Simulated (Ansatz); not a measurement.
The relaxed structure here is a generated cell of NbN: the first start was made by placing the elements on the sites of a structure type, and the end was not matched to a known phase here, so it may be hypothetical. Known forms of NbN include space group No. 225.

The end point of a relaxation of NbN. Space group Cmcm (No. 63). The numbers are results of PBEsol (plane waves to 420 eV, PAW, scalar-relativistic; Ansatz, a program for electronic structure), not measurements.

```cif
data_N6Nb6
_chemical_formula_sum 'Nb6 N6'
_space_group_name_H-M_alt 'P 1'
_space_group_IT_number 1
_cell_length_a 5.68111
_cell_length_b 5.68111
_cell_length_c 5.69208
_cell_angle_alpha 90.000
_cell_angle_beta 90.000
_cell_angle_gamma 117.221
loop_
_space_group_symop_operation_xyz
  'x, y, z'
loop_
_atom_site_label
_atom_site_type_symbol
_atom_site_fract_x
_atom_site_fract_y
_atom_site_fract_z
_atom_site_occupancy
Nb1 Nb 0.51434 0.48566 0.25000 1
Nb2 Nb 0.48566 0.51434 0.75000 1
Nb3 Nb 0.01473 0.44316 0.25000 1
Nb4 Nb 0.98527 0.55684 0.75000 1
Nb5 Nb 0.55684 0.98527 0.25000 1
Nb6 Nb 0.44316 0.01473 0.75000 1
N1 N 0.92686 0.07314 0.25000 1
N2 N 0.07314 0.92686 0.75000 1
N3 N 0.67404 0.32596 0.50422 1
N4 N 0.67404 0.32596 0.99578 1
N5 N 0.32596 0.67404 0.49578 1
N6 N 0.32596 0.67404 0.00422 1
```

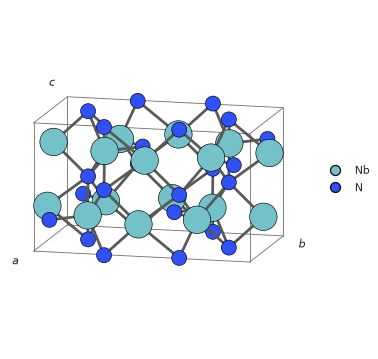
Fig. 1. The conventional cell of the relaxed structure

For NbN, the volume per atom comes out as 13.61 Å³ and the density is 6.52 g/cm³. The band gap is no gap (metallic). The shortest distances is N–Nb 1.93 Å; Nb–Nb 2.71 Å; N–N 2.80 Å. The k-mesh comes out as 9×9×8.

Band energies at high-symmetry points (eV from the Fermi level; labels of this space group; no spin-orbit coupling), from −5 eV up to 2.0 eV:

```csv
point,energies
Γ,-4.43 -4.30 -4.27 -4.09 -3.99 -3.91 -3.90 -3.80 -3.72 -3.41 -2.93 -2.34 -2.06 -1.77 -1.44 -0.70 -0.34 0.03 0.61 0.88 1.15 1.64 1.86 1.89
Y,-4.81 -4.67 -4.36 -4.17 -3.99 -3.81 -3.46 -2.65 -2.55 -2.41 -1.84 -1.01 -0.81 -0.29 -0.17 -0.11 0.23 0.53 0.92 1.41 1.55 1.69 1.98
C0,-4.89 -4.63 -4.59 -4.55 -4.09 -4.02 -3.20 -2.91 -2.90 -2.34 -2.31 -1.09 -0.82 -0.60 -0.57 0.26 0.62 0.97 1.26 1.40 1.79
Σ0,-4.89 -4.63 -4.59 -4.55 -4.09 -4.02 -3.20 -2.91 -2.90 -2.34 -2.31 -1.09 -0.82 -0.60 -0.57 0.26 0.62 0.97 1.26 1.40 1.79
Z,-3.97 -3.97 -3.65 -3.65 -2.56 -2.56 -1.76 -1.76 -0.74 -0.74 -0.19 -0.19 -0.16 -0.16 1.02 1.02 1.73 1.73 1.80 1.80
A0,-4.92 -4.92 -4.82 -4.82 -4.22 -4.22 -3.70 -3.70 -3.06 -3.06 -1.21 -1.21 -0.70 -0.70 -0.07 -0.07 0.04 0.04 0.82 0.82 1.17 1.17 1.52 1.52
E0,-4.92 -4.92 -4.82 -4.82 -4.22 -4.22 -3.70 -3.70 -3.06 -3.06 -1.21 -1.21 -0.70 -0.70 -0.07 -0.07 0.04 0.04 0.82 0.82 1.17 1.17 1.52 1.52
T,-4.92 -4.92 -4.13 -4.13 -3.41 -3.41 -2.73 -2.73 -0.85 -0.85 -0.58 -0.58 -0.15 -0.15 0.32 0.32 0.76 0.76 0.86 0.86 1.05 1.05 1.76 1.76
```

No spin polarisation in the result.

The run could not lose the symmetry of its start, so the end can be a saddle point.

It was reached from a disturbed copy of a P6/mmm (No. 191) cell, against which it lies -0.25 eV/atom.
